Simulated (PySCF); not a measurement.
```xyz
2

Al    0.0000    0.0000   -1.9247
Zn    0.0000    0.0000    0.8123
```

Theory: PySCF, PBE0/x2c-SVPall, spin-free X2C-1e, Gaussian nucleus, at a bond length of 2.737 Å.

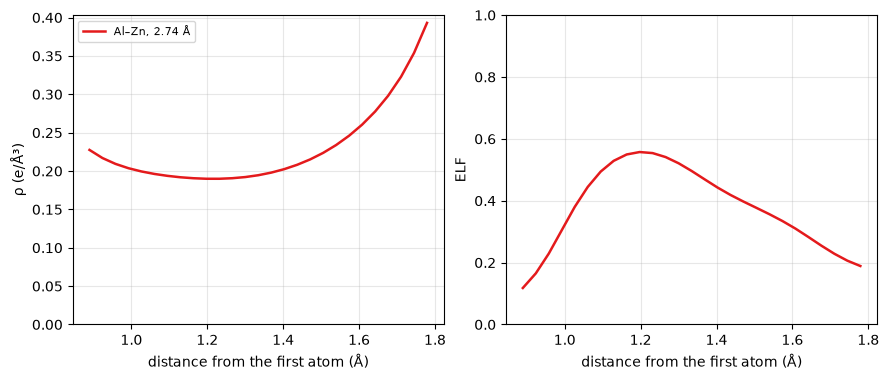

AlZn (doublet). Electron density and ELF along straight lines between neighbouring atoms. The curves leave out the atomic cores.

### What can be read from the curves?

Al–Zn (2.74 Å): ρ at the midpoint is about 0.2 e/Å³; the ELF is about 0.45 at the midpoint.
